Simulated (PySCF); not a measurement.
System: C₅H₅ClF₂Si.

| atom | x (Å) | y (Å) | z (Å) |
| --- | --- | --- | --- |
| F | -2.2770 | -0.9525 | -1.3619 |
| C | -2.0266 | -0.2442 | -0.2249 |
| F | -2.5057 | -1.0192 | 0.7886 |
| C | -0.5725 | -0.0066 | -0.0628 |
| C | 0.0111 | 1.1944 | 0.0346 |
| Cl | -0.8200 | 2.7032 | -0.0098 |
| C | 1.4612 | 1.2105 | 0.1897 |
| C | 2.0519 | 0.0118 | 0.2178 |
| Si | 0.7573 | -1.3554 | 0.0395 |
| H | -2.6379 | 0.6709 | -0.2614 |
| H | 1.9685 | 2.1596 | 0.2717 |
| H | 3.1174 | -0.0935 | 0.3283 |
| H | 0.6051 | -2.1755 | 1.2371 |
| H | 0.8663 | -2.1038 | -1.2087 |

Geometry: GFN2-xTB.

Level of theory: WP04/pcSseg-1, SCF density, in a tetrahydrofuran solvent model, non-relativistic (PySCF 2.14.0).

What can the converged electron density and electron localisation function tell about the bonding?

Answer. C–C (1.34 Å): the density is about 2.3 e/Å³ at the midpoint; the ELF peaks at about 0.90 between the atoms (a short, multiple covalent bond).
C–Cl (1.72 Å): ρ is about 1.5 e/Å³ halfway; the ELF peaks at about 0.90 between the atoms: a shared electron pair.
C–Si (1.89 Å): ρ is about 0.93 e/Å³ halfway; the ELF peaks at about 0.95 between the atoms; a covalent bond.
C–H (1.08 Å): the density is about 2.1 e/Å³ at the midpoint; the ELF climbs to about 1 towards the hydrogen, as it does in any bond to H: a covalent bond by its length.

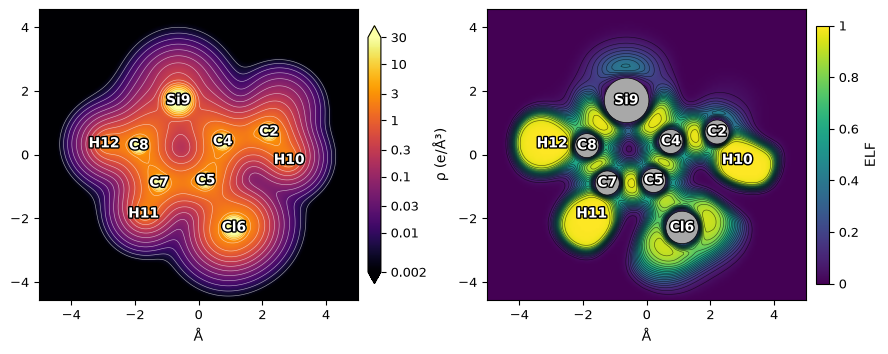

Computed electron density and electron localisation function on the plane of atoms C4, C5 and C7, in this order. Grey discs cover the atomic cores in the ELF map. 
